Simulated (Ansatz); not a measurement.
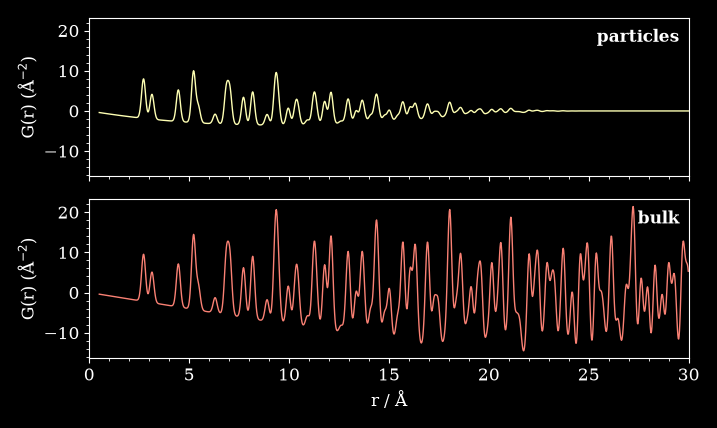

Computed X-ray G(r), with each pair weighted by the product of the atomic numbers (X-ray weights at Q = 0) and a uniform peak width σ = 0.10 Å, for spherical particles of Mo with the bulk structure: the bulk G(r) is multiplied by the envelope of a sphere of diameter D, 1 − 3r/2D + r³/2D³, with no surface relaxation. The number density is 0.064 atoms per Å³. It is based on the input geometry of an electronic-structure calculation (not necessarily at equilibrium).

> How large are the particles?

About 25 Å (2.5 nm): the signal is half of the bulk amplitude at r ≈ 8.7 Å and vanishes at r = D, fading from view somewhat earlier.

> Roughly how many atoms does one particle hold?

About 520 (number density 0.064 Å⁻³ times πD³/6).
